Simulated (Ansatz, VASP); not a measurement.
# NaCl (Halite) in two plane-wave programs, part 2 of 2

Aim: how closely do two programs agree when they are given the same cell, functional and k mesh?  Valence electrons are named where the data sets of a main pair hold unlike numbers.

VASP 6.6.1 and Ansatz 0.2.0.

So far. Step 2 (VASP: band structure, LDA): The run ends at a pressure of -2.51 GPa.

### Step 6. VASP: band structure, PBE

Level of this step: PBE; plane waves and PAW (Cl, Na_pv) (VASP).

The same cell, functional, mesh and smearing now go to VASP, with its own data sets.

Input file INCAR:

```
SYSTEM = NaCl
PREC = Accurate
ENCUT = 350
EDIFF = 1E-06
NELM = 100
ISMEAR = 0
SIGMA = 0.03
LREAL = .FALSE.
ALGO = Normal
GGA = PE
NBANDS = 19
LORBIT = 11
LWAVE = .FALSE.
LCHARG = .FALSE.
KPAR = 4
```

Input file POSCAR:

```
NaCl
1.0
    0.0000000000      2.8202800000      2.8202800000
    2.8202800000      0.0000000000      2.8202800000
    2.8202800000      2.8202800000      0.0000000000
Cl Na
1 1
Direct
    0.5000000000      0.5000000000      0.5000000000
    0.0000000000      0.0000000000      0.0000000000
```

Input file KPOINTS:

```
Automatic mesh
0
Gamma
6 6 6
0 0 0
```

Input file KPOINTS_OPT:

```
Line mode
10
Line-mode
Reciprocal
  0.00000000   0.00000000   0.00000000 GAMMA
  0.50000000   0.00000000   0.50000000 X

  0.50000000   0.00000000   0.50000000 X
  0.50000000   0.25000000   0.75000000 W

  0.50000000   0.25000000   0.75000000 W
  0.37500000   0.37500000   0.75000000 K

  0.37500000   0.37500000   0.75000000 K
  0.00000000   0.00000000   0.00000000 GAMMA

  0.00000000   0.00000000   0.00000000 GAMMA
  0.50000000   0.50000000   0.50000000 L

  0.50000000   0.50000000   0.50000000 L
  0.62500000   0.25000000   0.62500000 U

  0.62500000   0.25000000   0.62500000 U
  0.50000000   0.25000000   0.75000000 W

  0.50000000   0.25000000   0.75000000 W
  0.50000000   0.50000000   0.50000000 L

  0.50000000   0.50000000   0.50000000 L
  0.37500000   0.37500000   0.75000000 K

  0.62500000   0.25000000   0.62500000 U
  0.50000000   0.00000000   0.50000000 X
```

Potentials, in the order of the species: Cl and Na_pv (PBE family, release 64).

Run with:

```
mpirun -np 4 vasp_std
```

Numbers of over 12 decimals in the logs are rounded to 6 here.

Log:

```text
[banner, memory and clock lines left out]
running    4 mpi-ranks, on    1 nodes
[...]
LDA part: xc-table for (Slater+PW92), standard interpolation
 POSCAR, INCAR and KPOINTS ok, starting setup
[...]
entering main loop
       N       E                     dE             d eps       ncg     rms          rms(c)
DAV:   1     0.867643465681E+02    0.86764E+02   -0.53911E+03   632   0.565E+02
DAV:   2    -0.102927551108E+01   -0.87794E+02   -0.81987E+02   690   0.185E+02
DAV:   3    -0.690362475386E+01   -0.58743E+01   -0.58364E+01   736   0.494E+01
DAV:   4    -0.697253483617E+01   -0.68910E-01   -0.68874E-01   759   0.546E+00
[...]
DAV:   9    -0.677526242325E+01    0.22685E-03   -0.30189E-04   702   0.965E-02    0.185E-01
DAV:  10    -0.677534703652E+01   -0.84613E-04   -0.18328E-04   668   0.819E-02    0.293E-02
DAV:  11    -0.677534786103E+01   -0.82450E-06   -0.50725E-06   769   0.172E-02
   1 F= -.67753479E+01 E0= -.67753479E+01  d E =-.600065E-36
 Start KPOINTS_OPT (optional k-point list driver)
k-point batch [1-16\100]
       N       E                     dE             ncg
DAV:   1    -0.110289319171E+04   -0.57740E+04      640
DAV:   2    -0.252994794777E+04   -0.14271E+04      723
DAV:   3    -0.262397349776E+04   -0.94026E+02      737
DAV:   4    -0.262508499929E+04   -0.11115E+01      751
DAV:   5    -0.262510152316E+04   -0.16524E-01      730
DAV:   6    -0.262510192376E+04   -0.40060E-03      753
DAV:   7    -0.262510193574E+04   -0.11981E-04      738
DAV:   8    -0.262510193607E+04   -0.32954E-06      564
[...]
k-point batch [97-100\100]
       N       E                     dE             ncg
DAV:   1     0.459010529889E+04   -0.21904E+04      160
DAV:   2     0.424809529891E+04   -0.34201E+03      203
DAV:   3     0.422618233152E+04   -0.21913E+02      166
DAV:   4     0.422592754806E+04   -0.25478E+00      184
DAV:   5     0.422592350215E+04   -0.40459E-02      189
DAV:   6     0.422592339735E+04   -0.10479E-03      189
DAV:   7     0.422592339394E+04   -0.34113E-05      189
DAV:   8     0.422592339384E+04   -0.10227E-06      117
```

From OUTCAR (step 6):

```text
  Total        0.1921104      0.1921104      0.1921104      0.0000000     -0.0000000      0.0000000
  in kB        6.8604835      6.8604835      6.8604835      0.0000000     -0.0000000      0.0000000
  external PRESSURE =       6.8604835 kB  Pullay stress =       0.0000000 kB

 POSITION                                       TOTAL-FORCE (eV/Angst)
 -----------------------------------------------------------------------------------
      2.82028      2.82028      2.82028        -0.000000      0.000000      0.000000
      0.00000      0.00000      0.00000         0.000000     -0.000000     -0.000000
 -----------------------------------------------------------------------------------
    total drift:                                0.000000     -0.000000     -0.000000

  FREE ENERGIE OF THE ION-ELECTRON SYSTEM (eV)
  ---------------------------------------------------
  free  energy   TOTEN  =        -6.7753478610 eV

  energy  without entropy=       -6.7753478610  energy(sigma->0) =       -6.77534786

[... 2 parts as in an earlier step ...]

[... 1 further part left out ...]
[key lines of the parts left out:]
E-fermi :  -0.4717
```

The run ends at a pressure of 0.69 GPa.

### Step 7. Side by side

What differs besides the data sets and the points named for the pairs above, as far as they apply: the data sets hold 16 valence electrons in Ansatz (on its default PAW (the set named soft_2) files) and 14 in VASP; VASP leaves aspherical gradient terms in its spheres out (LASPH is not set), Ansatz keeps them. Total energies have different zeros and are not compared.

Both answers:

```
                     quantity  Ansatz   VASP  difference
               pressure (GPa)    0.74   0.69       +0.06
gap over the path points (eV)   5.106  5.101      +0.005
```

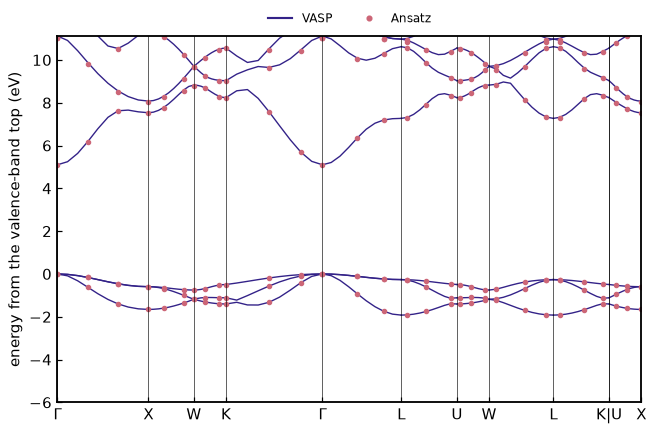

Bands from VASP (lines) and levels from Ansatz (dots). Dots without a line are higher empty bands that the VASP plot leaves out.

Levels at points of the path, from each program's valence-band top (eV; 3 filled, then empty):

```
k (reciprocal lattice)                             Ansatz                               VASP
     0.000 0.000 0.000    0.00 0.00 0.00 5.11 11.03 11.03    0.00 0.00 0.00 5.10 11.12 11.12
     0.167 0.000 0.167  -0.62 -0.16 -0.16 6.18 9.83 11.66  -0.62 -0.16 -0.16 6.18 9.88 11.75
     0.333 0.000 0.333  -1.40 -0.46 -0.46 7.62 8.52 10.50  -1.40 -0.46 -0.46 7.62 8.55 10.53
     0.500 0.000 0.500  -1.66 -0.59 -0.59 7.51 8.05 11.32  -1.66 -0.59 -0.59 7.53 8.08 11.31
     0.500 0.083 0.583  -1.60 -0.68 -0.64 7.75 8.27 11.09  -1.60 -0.68 -0.64 7.78 8.30 11.10
     0.500 0.194 0.694  -1.36 -1.00 -0.73 8.57 9.12 10.22  -1.36 -1.00 -0.73 8.60 9.15 10.25
     0.500 0.250 0.750   -1.18 -1.18 -0.75 8.80 9.67 9.67   -1.18 -1.18 -0.75 8.82 9.70 9.70
     0.458 0.292 0.750  -1.30 -1.10 -0.68 8.67 9.24 10.08  -1.30 -1.10 -0.69 8.70 9.27 10.11
     0.403 0.347 0.750  -1.39 -1.11 -0.52 8.28 9.02 10.48  -1.39 -1.11 -0.52 8.31 9.05 10.50
     0.375 0.375 0.750  -1.40 -1.11 -0.49 8.21 9.01 10.54  -1.40 -1.11 -0.49 8.24 9.03 10.55
```

Among the levels compared at these points, filled levels agree within 3 meV and empty ones within 93 meV.

### Step 8. VASP: dielectric response, LDA

The response to a field tests empty states and converges slowly with the mesh.

Input file INCAR:

```
SYSTEM = NaCl
PREC = Accurate
ENCUT = 350
EDIFF = 1E-08
NELM = 100
ISMEAR = 0
SIGMA = 0.01
LREAL = .FALSE.
ALGO = Normal
GGA = CA
NBANDS = 13
LORBIT = 11
LWAVE = .FALSE.
LCHARG = .FALSE.
KPAR = 4
LEPSILON = .TRUE.
```

POSCAR is that of step 6.

Input file KPOINTS:

```
Automatic mesh
0
Gamma
8 8 8
0 0 0
```

The projector-augmented-wave data sets are Cl and Na_pv (LDA family, release 64).

Run with:

```
mpirun -np 4 vasp_std
```

Log:

```text
[... set-up lines as in an earlier step ...]
 entering main loop
       N       E                     dE             d eps       ncg     rms          rms(c)
DAV:   1     0.794825702769E+02    0.79483E+02   -0.59546E+03   762   0.791E+02
DAV:   2    -0.158306237426E+01   -0.81066E+02   -0.76732E+02   834   0.227E+02
DAV:   3    -0.747001516297E+01   -0.58870E+01   -0.58613E+01   929   0.629E+01
DAV:   4    -0.755411350621E+01   -0.84098E-01   -0.84074E-01   874   0.830E+00
[...]
DAV:  12    -0.735566240320E+01   -0.53569E-09   -0.21079E-07   959   0.559E-03    0.141E-03
DAV:  13    -0.735566241575E+01   -0.12551E-07   -0.17495E-08   889   0.179E-03    0.129E-03
DAV:  14    -0.735566241297E+01    0.27826E-08   -0.98252E-09   532   0.653E-04
   1 F= -.73556624E+01 E0= -.73556624E+01  d E =-.228211-107
 Linear response reoptimize wavefunctions to high precision
DAV:   1    -0.735566241313E+01   -0.16462E-09   -0.41125E-10   582   0.194E-04
DAV:   2    -0.735566241312E+01    0.10459E-10   -0.55430E-11   487   0.789E-05
 Linear response G [H, r] |phi>, progress :
  Direction:   1
[...]
RMM:  11    -0.215045796896E+00    0.27303E-06    0.75878E-08  2836   0.206E-04    0.277E-05
RMM:  12    -0.215045818359E+00   -0.21463E-07   -0.33785E-09  1853   0.690E-05    0.873E-06
 change of polarisation eV/A/(eV/A) component  2 :     0.055     0.393    -0.016
 dielectric tensor                  component  2 :     0.221     2.586    -0.063
 Linear response to external field, progress :
  Direction:   3
       N       E                     dE             d eps       ncg     rms          rms(c)
RMM:   1    -0.204428775060E+00   -0.20443E+00   -0.43869E-01  2392   0.418E+00
RMM:   2    -0.232793964104E+00   -0.28365E-01   -0.17128E-02  3122   0.782E-01    0.110E+00
RMM:   3    -0.205470445301E+00    0.27324E-01   -0.33660E-02  2824   0.709E-01    0.529E-01
RMM:   4    -0.208784232800E+00   -0.33138E-02   -0.18901E-02  2979   0.554E-01    0.164E-01
[...]
RMM:  10    -0.215046073449E+00   -0.16310E-05   -0.16321E-07  2990   0.521E-04    0.682E-05
RMM:  11    -0.215045794172E+00    0.27928E-06    0.39560E-08  2832   0.205E-04    0.274E-05
RMM:  12    -0.215045817971E+00   -0.23799E-07    0.22326E-08  1839   0.689E-05    0.898E-06
 change of polarisation eV/A/(eV/A) component  3 :     0.002     0.030     0.393
 dielectric tensor                  component  3 :     0.008     0.123     2.586
 Born effective charges drift removed
```

OUTCAR, selected parts (step 8):

```text
  Total       -0.7016198     -0.7016198     -0.7016198     -0.0000000      0.0000000      0.0000000
  in kB      -25.0556524    -25.0556524    -25.0556524     -0.0000000      0.0000000      0.0000000
  external PRESSURE =     -25.0556524 kB  Pullay stress =       0.0000000 kB

 POSITION                                       TOTAL-FORCE (eV/Angst)
 -----------------------------------------------------------------------------------
      2.82028      2.82028      2.82028         0.000000      0.000000      0.000000
      0.00000      0.00000      0.00000        -0.000000     -0.000000     -0.000000
 -----------------------------------------------------------------------------------
    total drift:                                0.000000     -0.000000     -0.000000

 MACROSCOPIC STATIC DIELECTRIC TENSOR (including local field effects in DFT)
 ------------------------------------------------------
           2.585584    -0.000000     0.000000
          -0.000000     2.585584     0.000000
          -0.000000    -0.000000     2.585584
 ------------------------------------------------------

[... 1 part as in an earlier step ...]

[... 1 further part left out ...]
```

The gap is read on the k-mesh alone, so it is an upper bound where the band edges lie off the mesh. Energies printed during the response cycles are not total energies of the cell.

### Step 9. Ansatz: dielectric response, LDA

The same cell, functional (in two slightly different forms) and mesh now go to Ansatz, which takes its cutoff from its data sets.

The cell is taken from a series of VASP runs on this material, whose earlier steps may have relaxed, scaled or displaced it; both programs get it as it stands.

Input file input.yaml:

```yaml
crystal:
  lattice:
    - [0.0, 2.82028, 2.82028]
    - [2.82028, 0.0, 2.82028]
    - [2.82028, 2.82028, 0.0]
  atoms:
    - { symbol: Cl, position: [0.5, 0.5, 0.5] }
    - { symbol: Na, position: [0.0, 0.0, 0.0] }
hamiltonian:
  xc: lda
  pseudopotentials: { kind: paw }
kpoints:
  mp_grid: { grid: [8, 8, 8] }
scf:
  occupations: { method: fixed }
dielectric:
  method: response
```

Run with:

```
ansatz run input.yaml --threads 2 --pin off --max-ram 4608MiB --backend cpu --events-out ev --progress --plain --runs-dir out
```

Log:

```text
[...]
Crystal: 2 atoms, lattice volume = 44.865 Å³
Basis set: ecut = 420 eV, 893 PW (Γ), exchange–correlation on 54×54×54 points (8 copies of the dense FFT grid, shifted against one another)
Bands: 12, of which v1, the nominal top of the filled ones, is band 8 counted from 1 (7 counted from 0)
Symmetry: 48 space group operations
k-points: 59 of 512 (irreducible under 8 space group operations, time reversal used)
[...]
Born effective charges Z* (e; rows j = field, columns β = displacement):
    site 0:
        -1.09979   -0.00000    0.00000
         0.00000   -1.09979   -0.00000
         0.00000    0.00000   -1.09979
    site 1:
         1.09979    0.00000   -0.00000
         0.00000    1.09979    0.00000
         0.00000   -0.00000    1.09979
  Z* charge neutrality: 4.485e-5 e pre-enforcement
  k-mesh period / interband length: 31.9 Å / 1.36 Å = 23.51 at k = (0.0000, 0.0000, 0.0000), direct gap 4.691 eV — 14 or more, which is no proof of convergence
[key lines of the parts left out:]
SCF converged after 8 iterations
Free energy (F): -2514.297804 eV
Fermi energy:    0.859235 eV
```

The job ended after 29 s (2 threads of AMD EPYC 7R13 (Zen 3), shared host; peak memory 0.35 GiB; 20 s of CPU time).

### Step 10. Comparison

What differs besides the data sets and the points named for the pairs above, as far as they apply: the data sets hold 16 valence electrons in Ansatz (on its default PAW (the set named soft_2) files) and 14 in VASP. Total energies have different zeros and are not compared.

The two programs side by side:

```
                                     quantity  Ansatz   VASP  difference
                                        ε∞ xx    2.59   2.59     +0.06 %
                                        ε∞ yy    2.59   2.59     +0.06 %
                                        ε∞ zz    2.59   2.59     +0.06 %
Born charge of Cl1 (mean of the diagonal) (e)   -1.10  -1.10        0.00
Born charge of Na2 (mean of the diagonal) (e)    1.10   1.10        0.00
```

### Step 11. What came out

```yaml
largest_difference_of_a_filled_level_at_the_path_points_band_structure_lda: 5.5 meV
largest_difference_of_a_filled_level_at_the_path_points_band_structure_pbe: 3.2 meV
difference_in_eps_infinity_xx_dielectric_response_lda: 0.063 %
```

**Reading.** The largest difference of a filled level at the path points is 5.5 meV (band structure, LDA), within the 80 meV picked in this series as the mark of a large difference. The data sets hold unlike numbers of valence electrons (16 in Ansatz and 14 in VASP), so part of the differences comes from the potentials. 2 further runs of this series are not shown here. Such differences can come from data sets, numerical settings and the points named under the comparisons, not from the functional's error against experiment.

[Lines on the potential files, build, host, timing and source positions are cut from VASP's logs without a mark.]

[Logs are printed without paths, hosts, clocks, repeated set-up lines and the standing remarks that a program may print on its own settings, such as how far it seeks lower states.]

[Hosts, paths, dates, database ids (printed as entryN), source tags and the programs' standing remarks are cut or masked in the printed files.]
